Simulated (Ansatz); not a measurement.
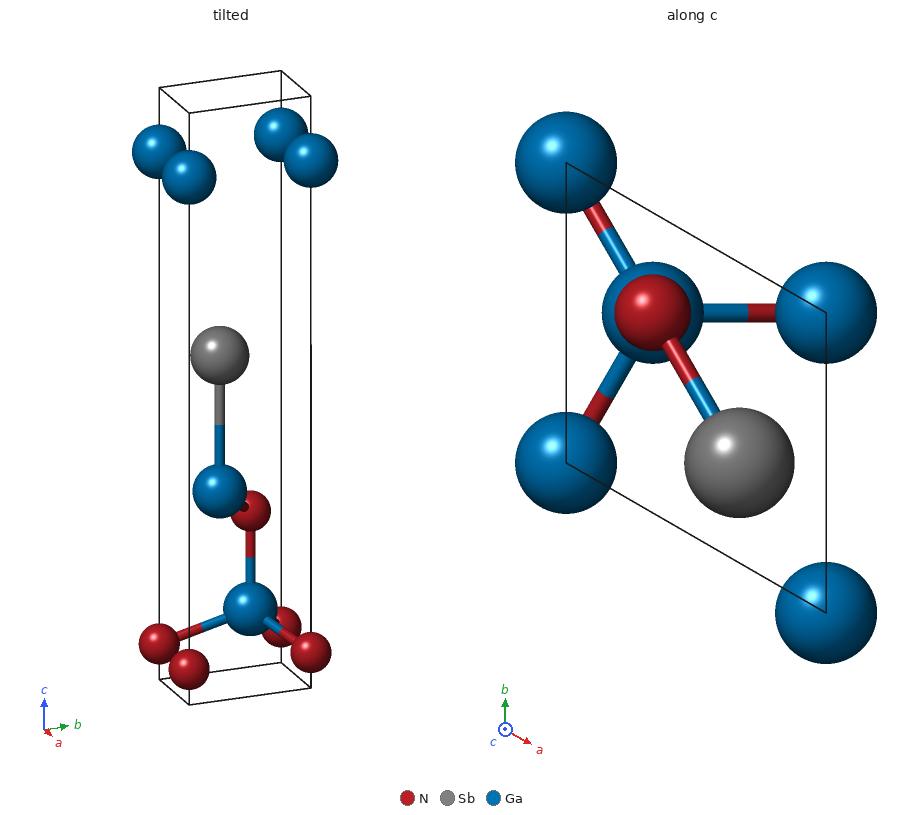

The crystal in a ball-and-stick representation, seen slightly off an axis and along the c axis. The parallelepiped is the conventional unit cell.

Ga₃SbN₂, space group P3m1 (No. 156), a = 3.160 Å, b = 3.160 Å, c = 11.794 Å, α = 90.00°, β = 90.00°, γ = 120.00°. Its origin is a structure type filled with these elements by a generator (whether the compound takes this form wasn't checked). Earlier steps of the study, as a rule a relaxation of our own, may have changed the cell and positions, so they can lie some per cent off the listed ones. An electronic-structure calculation with Ansatz was run on it.

This one geometry was computed with Ansatz (DFT, plane waves, PAW) at three levels of theory: PBE, r2SCAN and PBE with spin-orbit coupling. It was relaxed beforehand with r2SCAN.

Q: Which level gives the highest pressure at this volume, and what does that say about its equilibrium volume?

A: Highest: PBE (3.5 GPa) and PBE with spin-orbit coupling (3.5 GPa), which points to the largest equilibrium volume. Lowest, with the smallest volume: r2SCAN (0.0 GPa). Levels within 0.5 GPa of each other can't be told apart.

Q: How does the band gap change with the level of theory?

A: All levels give a metal, though semilocal functionals underestimate gaps and can close a small one.

Q: Collect the results in a table.

A:
| level | cutoff (eV) | k-mesh of the run's cell | gap (eV) | pressure (GPa) |
| --- | --- | --- | --- | --- |
| PBE | 420 | 12×12×2 | metal | 3.5 |
| r2SCAN | 500 | 12×12×2 | metal | 0.0 |
| PBE with spin-orbit coupling | 420 | 12×12×2 | metal | 3.5 |

Gaps are taken on the k-mesh or band path of each run.
